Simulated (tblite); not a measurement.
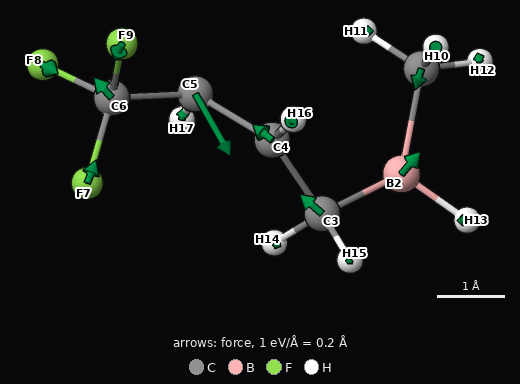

Starting geometry of C$_{5}$H$_{8}$BF$_{3}$ (charge +1, multiplicity 2) with the computed forces as green arrows. A ball-and-stick model, seen at a tilt.

These are results of GFN2-xTB geometry optimisation, gas phase (tblite), not measurements. 

> Is this structure relaxed? If not, where do the atoms go?

It isn't relaxed: the largest force vector, on a C atom, is 5.58 eV/Å. The final displacements have little in common with the starting forces (cosine between the two patterns 0.23). The largest move after the best rigid fit is that of an H atom, 1.31 Å. Largest moves by element: H 1.31 Å, F 1.00 Å, C 0.96 Å, B 0.26 Å. Some distances before and after: C–C 1.481 → 1.346 Å, B–C 1.604 → 1.520 Å, C–F 1.383 → 1.325 Å, C–F 1.390 → 1.341 Å. Bond angles that change, for instance: C–C–H 111.4° → 123.9°, B–C–H 108.3° → 97.8°, B–C–H 107.4° → 116.5°. After 131 geometry steps the energy has fallen by 1.775 eV. Cost: 1.3 s on 1 thread of Arm Neoverse N1, on a shared host.
